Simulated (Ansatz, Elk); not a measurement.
# How far do independent atoms describe LiHOs?

The structure of LiHOs used here is made up (a known structure type with other elements) and was relaxed beforehand with PBE. The aim is the Fourier transform of its all-electron density, F(hkl), set beside the sum over free spherical atoms that refinements use.

Calculated with Elk 11.2.3 (patched build); DFT, PBE, all-electron APW+lo, Dirac cores, scalar-relativistic bands, static density, no spin.

The structure was built from a prototype and need not be the compound's stable phase.

### 1. The structure

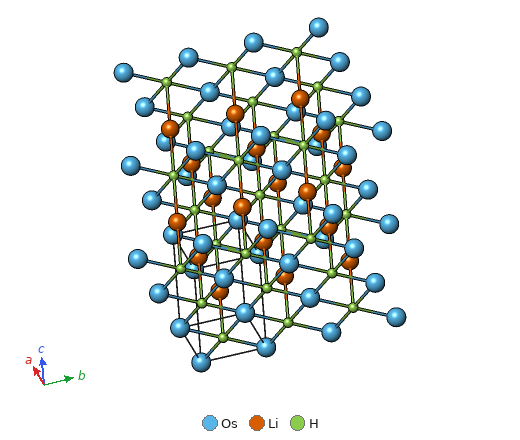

The cell as given, from a free direction (osmium blue, lithium orange, hydrogen green). 3×3×2 cells are drawn. Some periodic images of atoms are drawn too.

Structure file:

```cif
data_structure
_symmetry_space_group_name_H-M 'P4/mmm'
_symmetry_Int_Tables_number 123
_cell_length_a 2.6819
_cell_length_b 2.6819
_cell_length_c 4.3606
_cell_angle_alpha 90.000
_cell_angle_beta 90.000
_cell_angle_gamma 90.000
_cell_volume 31.37
loop_
_atom_site_label
_atom_site_type_symbol
_atom_site_symmetry_multiplicity
_atom_site_Wyckoff_symbol
_atom_site_fract_x
_atom_site_fract_y
_atom_site_fract_z
_atom_site_occupancy
Os1 Os 1 a 0.00000 0.00000 0.00000 1
Li1 Li 1 d 0.50000 0.50000 0.50000 1
H1 H 1 c 0.50000 0.50000 0.00000 1
```

### 2. Ground state and structure factors

An all-electron density is needed, since X-rays see the cores too. Task 0 finds the density and task 195 Fourier-transforms it; tshift is off so that phases refer to the origin typed.

Contents of elk.in:

```
tasks
  0
  195

xctype
  20

spinpol
  .false.

rgkmax
  7.0

gmaxvr
  14.0

lmaxo
  7

lmaxapw
  8

swidth
  0.002

tshift
  .false.

ramdisk
  .false.

hmaxvr
  5.5

maxscl
  120

epspot
  1e-06

sppath
  './'

avec
  5.06812801380 0.00000000000 0.00000000000
  0.00000000000 5.06812801380 0.00000000000
  0.00000000000 0.00000000000 8.24038103967

atoms
  3
  'Os.in'
  1
  -0.0000000000 0.0000000000 0.0000000000   0.000000 0.000000 0.000000
  'Li.in'
  1
  0.5000000000 0.5000000000 0.5000000000   0.000000 0.000000 0.000000
  'H.in'
  1
  0.5000000000 0.5000000000 -0.0000000000   0.000000 0.000000 0.000000

ngridk
  8 8 5
```

Launch:

```
OMP_NUM_THREADS=4 elk
```

Numbers of over 12 decimals in the logs are rounded to 6 here.

Log:

```text
┌─────────────────────────┐
│ Elk code version 11.2.3 │
└─────────────────────────┘

All units are atomic (Hartree, Bohr, etc.)

┌─────────────────────────────────────────────────┐
│ Ground-state run starting from atomic densities │
└─────────────────────────────────────────────────┘

Lattice vectors :
   5.068128014       0.000000000       0.000000000
   0.000000000       5.068128014       0.000000000
   0.000000000       0.000000000       8.240381040

Reciprocal lattice vectors :
   1.239744791       0.000000000       0.000000000
   0.000000000       1.239744791       0.000000000
   0.000000000       0.000000000      0.7624872293

Unit cell volume      :    211.6617810
Brillouin zone volume :    1.171917822

Muffin-tin inner radius fraction :   0.1000000000E-01

Nuclei treated as point charges

Species : 1 (Os)
 parameters loaded from : Os.in
 name : osmium
 nuclear charge    :   -76.00000000
 electronic charge :    76.00000000
 atomic mass :    346768.0767
 muffin-tin radius :    2.268138550
 number of radial points in muffin-tin :   1393
 inner part over the whole radius :   0.9999532564E-02
 number on inner part of muffin-tin    :    995
 approximate nuclear radius :   0.1019601503E-03
 number of mesh points to nuclear radius :    528
 atomic positions (lattice), magnetic fields (Cartesian) :
  1 :   0.00000000  0.00000000  0.00000000    0.00000000  0.00000000  0.00000000

Species : 2 (Li)
 parameters loaded from : Li.in
 name : lithium
 nuclear charge    :   -3.000000000
 electronic charge :    3.000000000
 atomic mass :    12652.66898
 muffin-tin radius :    1.800000000
 number of radial points in muffin-tin :    593
 inner part over the whole radius :   0.9806707936E-02
 number on inner part of muffin-tin    :    401
 approximate nuclear radius :   0.4000070961E-04
 number of mesh points to nuclear radius :    148
 atomic positions (lattice), magnetic fields (Cartesian) :
  1 :   0.50000000  0.50000000  0.50000000    0.00000000  0.00000000  0.00000000

Species : 3 (H)
 parameters loaded from : H.in
 name : hydrogen
 nuclear charge    :   -1.000000000
 electronic charge :    1.000000000
 atomic mass :    1837.362221
 muffin-tin radius :    1.265569137
 number of radial points in muffin-tin :    393
 inner part over the whole radius :   0.9712239619E-02
 number on inner part of muffin-tin    :    257
 approximate nuclear radius :   0.2766748019E-04
 number of mesh points to nuclear radius :     78
 atomic positions (lattice), magnetic fields (Cartesian) :
  1 :   0.50000000  0.50000000  0.00000000    0.00000000  0.00000000  0.00000000

Total number of atoms per unit cell :    3
Total muffin-tin volume :    81.79596856
 ratio of muffin-tin to unit cell volume :   0.3864465666

Spin treatment :
 spin-unpolarised

Number of Bravais lattice symmetries :   16
Number of crystal symmetries         :   16
Crystal has inversion symmetry
Real symmetric eigensolver will be used

k-point grid :      8     8     5
k-point offset :    0.000000000       0.000000000       0.000000000
k-point set is reduced with full crystal symmetry group
Total number of k-points :       45

Muffin-tin radius times maximum |G+k| :    7.000000000
 using average radius
Maximum |G+k| for APW functions       :    3.937223641
Maximum (1/2)|G+k|²                   :    7.750865002
Maximum |G| for potential and density :    14.00000000
Constant for pseudocharge density :    8
 order of it for each species :   15  15  15
 order of it for pair densities of each species (exact exchange by exxq0 0: 16) :   15  10   4
Radial integration step length :    1

G-vector grid sizes :     24    24    40
Number of G-vectors :     9805

Maximum angular momentum used for
 APW functions            :    8
 outer part of muffin-tin :    7
 inner part of muffin-tin :    2

Total nuclear charge    :   -80.00000000
Total core charge       :    46.00000000
Total valence charge    :    34.00000000
Total excess charge     :    0.000000000
Total electronic charge :    80.00000000

[...]
electron entropic           :    -0.63762524241943E-03
 total energy                :     -17290.024052424

Density of states at Fermi energy :    47.49494072
 (states/Hartree/unit cell)

Estimated indirect band gap :   0.4931321252E-03
 from k-point 22 to k-point 39
Estimated direct band gap   :   0.2349030401E-01
 at k-point 39

Charges :
 core                        :    46.00000000
 valence                     :    34.00000000
 interstitial                :    3.814899970
 muffin-tins (core leakage)
  species : 1 (Os)
   atom 1                    :    73.14737861     (  0.1890585992E-05)
  species : 2 (Li)
   atom 1                    :    2.190469584     (   0.000000000    )
  species : 3 (H)
   atom 1                    :   0.8472518385     (   0.000000000    )
 total in muffin-tins        :    76.18510003
 total calculated charge     :    79.99930976
 total charge                :    80.00000000
 error                       :   0.6902426812E-03

RMS change in Kohn-Sham potential (target) :    35.86791668     (  0.1000000000E-05)
Absolute change in total energy (target)   :   0.4396609915     (  0.1000000000E-03)

[... loops 3 to 20 left out ...]

┌──────────────────┐
│ Loop number : 21 │
└──────────────────┘

Energies :
 Fermi                       :     0.306429
 sum of occupied eigenvalues :     -10606.733715643
 electron kinetic            :      19626.718400976
 core electron kinetic       :      18869.274303284
 Coulomb                     :     -36573.348852159
 Coulomb potential           :     -29784.132443912
 nuclear-nuclear             :     -1293.7297491107
 electron-nuclear            :     -40795.428531150
 Hartree                     :      5515.8094281013
 Madelung                    :     -21681.282630203
 xc potential                :     -449.31967270710
 exchange                    :     -338.64748478146
 correlation                 :     -4.767922
 electron entropic           :    -0.80124012157146E-03
 total energy                :     -17290.046659463

Density of states at Fermi energy :    60.85747965
 (states/Hartree/unit cell)

Estimated indirect band gap :   0.1410276507E-02
 from k-point 21 to k-point 44
Estimated direct band gap   :   0.1277964355E-01
 at k-point 21

Charges :
 core                        :    46.00000000
 valence                     :    34.00000000
 interstitial                :    3.600564814
 muffin-tins (core leakage)
  species : 1 (Os)
   atom 1                    :    73.46034000     (  0.1795146822E-05)
  species : 2 (Li)
   atom 1                    :    2.175140443     (   0.000000000    )
  species : 3 (H)
   atom 1                    :   0.7639547411     (   0.000000000    )
 total in muffin-tins        :    76.39943519
 total calculated charge     :    79.99936850
 total charge                :    80.00000000
 error                       :   0.6314982594E-03

RMS change in Kohn-Sham potential (target) :   0.2965398275E-06 (  0.1000000000E-05)
Absolute change in total energy (target)   :   0.1617190719E-06 (  0.1000000000E-03)

Convergence targets achieved

┌──────────────────┐
│ Loop number : 22 │
└──────────────────┘

Energies :
 Fermi                       :     0.306429
 sum of occupied eigenvalues :     -10606.733715568
 electron kinetic            :      19626.718401011
 core electron kinetic       :      18869.274303320
 Coulomb                     :     -36573.348852129
 Coulomb potential           :     -29784.132443955
 nuclear-nuclear             :     -1293.7297491107
 electron-nuclear            :     -40795.428531047
 Hartree                     :      5515.8094280278
 Madelung                    :     -21681.282630152
 xc potential                :     -449.31967262521
 exchange                    :     -338.64748477980
 correlation                 :     -4.767922
 electron entropic           :    -0.80124012144108E-03
 total energy                :     -17290.046659396

Density of states at Fermi energy :    60.85747964
 (states/Hartree/unit cell)

Estimated indirect band gap :   0.1410276530E-02
 from k-point 21 to k-point 44
Estimated direct band gap   :   0.1277964354E-01
 at k-point 21

Charges :
 core                        :    46.00000000
 valence                     :    34.00000000
 interstitial                :    3.600564815
 muffin-tins (core leakage)
  species : 1 (Os)
   atom 1                    :    73.46034000     (  0.1795149068E-05)
  species : 2 (Li)
   atom 1                    :    2.175140444     (   0.000000000    )
  species : 3 (H)
   atom 1                    :   0.7639547411     (   0.000000000    )
 total in muffin-tins        :    76.39943519
 total calculated charge     :    79.99936850
 total charge                :    80.00000000
 error                       :   0.6314982614E-03

┌──────────────────────────────┐
│ Self-consistent loop stopped │
└──────────────────────────────┘

Wrote STATE.OUT
```

Run time: 19 s. Hardware: 4 threads of Arm Neoverse V2, shared host; peak memory 0.15 GiB; 57 s of CPU time.

SFACRHO.OUT:

```text

h k l indices transformed by vhmat matrix:
   1.000000000       0.000000000       0.000000000    
   0.000000000       1.000000000       0.000000000    
   0.000000000       0.000000000       1.000000000    

      h      k      l  multipl.   |H|            Re(F)            Im(F)           |F|

      0      0      0      1   0.0000000       80.000000     -0.14090746E-16   80.000000    
      0      0      1      2  0.76248723       69.436881      0.11678295E-15   69.436881    
      0     -1      0      4   1.2397448       62.906679     -0.26397906E-15   62.906679    
      0     -1      1      8   1.4554566       63.898585      0.11569649E-15   63.898585    
      0      0     -2      2   1.5249745       63.909042      0.46945897E-15   63.909042    
     -1      1      0      4   1.7532639       61.382718     -0.29570502E-15   61.382718    
     -1      1      1      8   1.9118894       56.530507      0.15948063E-15   56.530507    
      0      1     -2      8   1.9653280       55.357943     -0.26582481E-15   55.357943    
      0      0     -3      2   2.2874617       52.866289     -0.54299767E-15   52.866289    
      1     -1     -2      8   2.3236784       55.229005      0.38498436E-15   55.229005    
      2      0      0      4   2.4794896       53.770055     -0.34739001E-15   53.770055    
      2      0      1      8   2.5940808       50.061492      0.45548324E-15   50.061492    
      0     -1     -3      8   2.6018163       52.173544      0.62342344E-15   52.173544    
      1     -2      0      8   2.7721536       48.282615     -0.16145692E-15   48.282615    
     -1     -2      1     16   2.8751039       49.775025      0.24582128E-15   49.775025    
     -1      1      3      8   2.8820852       47.547877      0.42060441E-15   47.547877    
      0     -2      2      8   2.9109132       49.639504      0.85460082E-16   49.639504    
      0      0      4      2   3.0499489       48.501688     -0.43052851E-15   48.501688
```

Elk indexes on the primitive cell of elk.in and gives |H| = 4π sin θ/λ in inverse bohr. Below, one row stands for each form hkl of the conventional cell (m members, Friedel mates merged), F is for one primitive cell and the density is static (no thermal factor). Free-atom factors are Waasmaier and Kirfel's, and R is Σm||F|−|F'||/Σm|F|.

```
hkl   m  sin θ/λ (Å⁻¹)  abs F, DFT  neutral atoms   diff.
001   2          0.115      69.437         69.465  -0.028
100   4          0.186      62.907         62.965  -0.058
101   8          0.219      63.899         64.088  -0.189
002   2          0.229      63.909         64.121  -0.212
110   4          0.264      61.383         61.494  -0.111
111   8          0.287      56.531         56.643  -0.112
102   8          0.295      55.358         55.576  -0.218
003   2          0.344      52.866         52.896  -0.029
112   8          0.349      55.229         55.336  -0.107
200   4          0.373      53.770         53.758  +0.012
201   8          0.390      50.062         50.041  +0.020
103   8          0.391      52.173         52.280  -0.106
210   8          0.417      48.283         48.243  +0.040
211  16          0.432      49.775         49.776  -0.001
113   8          0.433      47.548         47.547  +0.001
202   8          0.438      49.639         49.665  -0.026
004   2          0.459      48.502         48.437  +0.065
212  16          0.476      45.127         45.123  +0.004
104   8          0.495      44.193         44.167  +0.026
203   8          0.507      43.711         43.715  -0.004
220   4          0.527      44.707         44.708  -0.001
114   8          0.529      44.621         44.620  +0.002
```

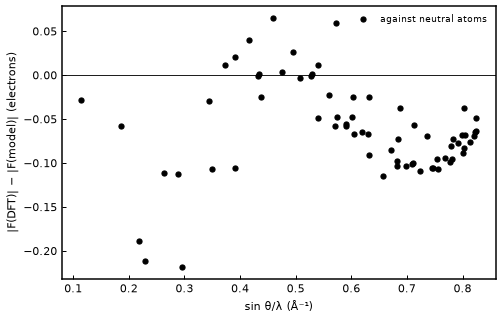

Difference between the calculated structure factors and the independent-atom ones.

### 3. The highest occupied states alone

An energy window below the Fermi level keeps the highest occupied states, to see at which angles they scatter; shallow core shells can lie inside it and anion s states outside. No new self-consistency is needed.

Edit elk.in of step 2 so:

```diff
@@ -1,3 +1,2 @@
 tasks
-  0
   195
@@ -40,2 +39,5 @@
 
+wsfac
+  -0.134560 0.606430
+
 sppath
```

Launch:

```
OMP_NUM_THREADS=4 elk
```

Log:

```text
┌─────────────────────────────────┐
│ Elk code version 11.2.3 started │
└─────────────────────────────────┘

Info(readinput): the functional depends on the density's gradient
 muffin-tin radial points multiplied by    2.00000
 (not where nrmtscf is given)

┌────────────────────┐
│ Current task : 195 │
└────────────────────┘
Info(checkmt): changed muffin-tin radius of species 1 (Os) from   2.8000 to   2.2681
Info(checkmt): changed muffin-tin radius of species 3 (H) from   1.4000 to   1.2656

Info(sfacrho): density structure factors written to SFACRHO.OUT

 Energy window :  -0.1345600000      0.6064300000

┌──────────────────┐
│ Elk code stopped │
└──────────────────┘
```

Wall time 2.9 s (4 threads); peak memory 0.16 GiB; 4.5 s of CPU time.

States within 12 eV below the Fermi level hold 10.00 electrons; any levels below the window count with the cores. Their amplitudes can exceed the total, where window and core parts have opposite phase:

| hkl | sin θ/λ (Å⁻¹) | abs F, window | abs F, all |
| --- | --- | --- | --- |
| 001 | 0.115 | 5.427 | 69.437 |
| 100 | 0.186 | 1.861 | 62.907 |
| 101 | 0.219 | 1.046 | 63.899 |
| 002 | 0.229 | 1.631 | 63.909 |
| 110 | 0.264 | 1.159 | 61.383 |
| 111 | 0.287 | 0.834 | 56.531 |
| 102 | 0.295 | 0.106 | 55.358 |
| 003 | 0.344 | 0.350 | 52.866 |
| 112 | 0.349 | 0.283 | 55.229 |
| 200 | 0.373 | 0.269 | 53.770 |

(Part 1 of 2 ends here.)

[Logs are printed without paths, hosts, clocks, repeated set-up lines and the standing remarks that a program may print on its own settings, such as how far it seeks lower states.]

[Hosts, paths, dates, database ids (printed as entryN), source tags and the programs' standing remarks are cut or masked in the printed files.]
